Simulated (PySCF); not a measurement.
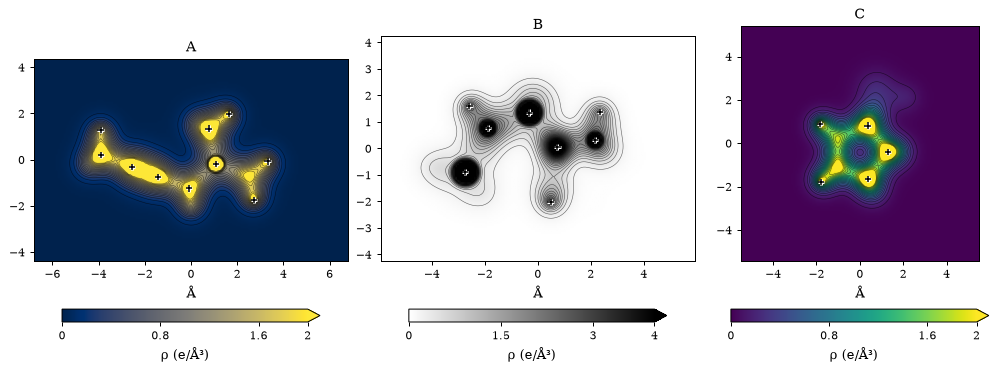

The total electron density of 3 systems, each on a plane through atoms (crosses mark nuclei in the plane).

The calculation used PBE0/pcSseg-1, SCF density, gas phase, non-relativistic in PySCF 2.14.0.

System 1: C₆H₁₁B (SMILES CC#CCB(C)C), the plane of atoms B5, C6 and H14. Geometry: GFN2-xTB.

```xyz
18

C     3.5890   -0.2447    0.1829
C     2.1748   -0.5193    0.3426
C     1.0066   -0.7494    0.4797
C    -0.4102   -1.0108    0.6464
B    -1.3883    0.1024    0.0765
C    -0.8469    1.1928   -0.9201
C    -2.8931    0.1014    0.5468
H     4.1448   -1.1773    0.0794
H     3.9661    0.2945    1.0525
H     3.7553    0.3637   -0.7067
H    -0.6064   -1.2089    1.7054
H    -0.6453   -1.9466    0.1232
H    -0.2186    0.7521   -1.6924
H    -1.6198    1.7851   -1.4042
H    -0.1962    1.8814   -0.3803
H    -3.2380   -0.8534    0.9386
H    -3.5842    0.4173   -0.2319
H    -2.9983    0.8262    1.3557
```

System 2: C₅H₁₂NPSi, the plane of atoms P3, C2 and H12. Geometry: GFN2-xTB.

```yaml
atoms:
  - { symbol: Si, position_ang: [3.0503, -0.1500, -0.7981] }
  - { symbol: C, position_ang: [2.3807, -0.5836, 0.8947] }
  - { symbol: P, position_ang: [0.8844, -0.8911, 1.5887] }
  - { symbol: N, position_ang: [-0.3037, -0.6451, 0.4278] }
  - { symbol: C, position_ang: [-0.3155, 0.3037, -0.6663] }
  - { symbol: C, position_ang: [-1.6531, 1.0665, -0.5582] }
  - { symbol: C, position_ang: [-2.3697, 0.4417, 0.6459] }
  - { symbol: C, position_ang: [-1.6836, -0.9154, 0.7796] }
  - { symbol: H, position_ang: [3.0689, 1.3041, -1.0311] }
  - { symbol: H, position_ang: [4.4303, -0.6414, -0.8550] }
  - { symbol: H, position_ang: [2.2765, -0.7859, -1.8688] }
  - { symbol: H, position_ang: [3.1520, -0.7080, 1.6489] }
  - { symbol: H, position_ang: [0.5479, 0.9646, -0.5888] }
  - { symbol: H, position_ang: [-0.2536, -0.2286, -1.6212] }
  - { symbol: H, position_ang: [-1.4909, 2.1334, -0.4164] }
  - { symbol: H, position_ang: [-2.2393, 0.9308, -1.4663] }
  - { symbol: H, position_ang: [-2.1886, 1.0305, 1.5461] }
  - { symbol: H, position_ang: [-3.4435, 0.3558, 0.4939] }
  - { symbol: H, position_ang: [-2.1052, -1.6287, 0.0609] }
  - { symbol: H, position_ang: [-1.7494, -1.3427, 1.7809] }
```

System 3: C₇H₁₆P₂, the plane of atoms C5, C9 and C8. Geometry: GFN2-xTB.

```xyz
25

C     3.1673   -1.0214    0.7613
P     1.6910   -0.3723   -0.1578
C     2.5002    1.1383   -0.8712
P     0.7133    0.5905    1.5468
C    -1.0629    0.3822    1.0154
C    -1.3892    1.1548   -0.2646
C    -2.6851    0.5049   -0.7310
C    -2.4213   -0.9860   -0.5092
C    -1.5092   -1.0635    0.7271
H     3.5614   -0.2783    1.4536
H     2.8865   -1.9172    1.3128
H     3.9356   -1.2852    0.0364
H     3.1853    0.8274   -1.6588
H     3.0489    1.6878   -0.1078
H     1.7427    1.7874   -1.3067
H     0.7387   -0.5765    2.3197
H    -1.6661    0.7937    1.8346
H    -1.4772    2.2273   -0.0936
H    -0.6061    0.9775   -1.0073
H    -3.5139    0.8412   -0.1052
H    -2.9218    0.7340   -1.7694
H    -1.9034   -1.3952   -1.3771
H    -3.3439   -1.5478   -0.3693
H    -2.0336   -1.4770    1.5890
H    -0.6482   -1.7025    0.5203
```

Which map belongs to which system?

Panel A is system 1, C₆H₁₁B: the plane holds C, B and H. C–C (1.20 Å): the density is about 2.7 e/Å³ at the midpoint. Panel B is system 2, C₅H₁₂NPSi: the plane holds Si, C, P, N and H. C–N (1.45 Å): ρ at the midpoint is about 1.9 e/Å³. Panel C is system 3, C₇H₁₆P₂: the plane holds C and H. C–C (1.54 Å): ρ at the midpoint is about 1.6 e/Å³.
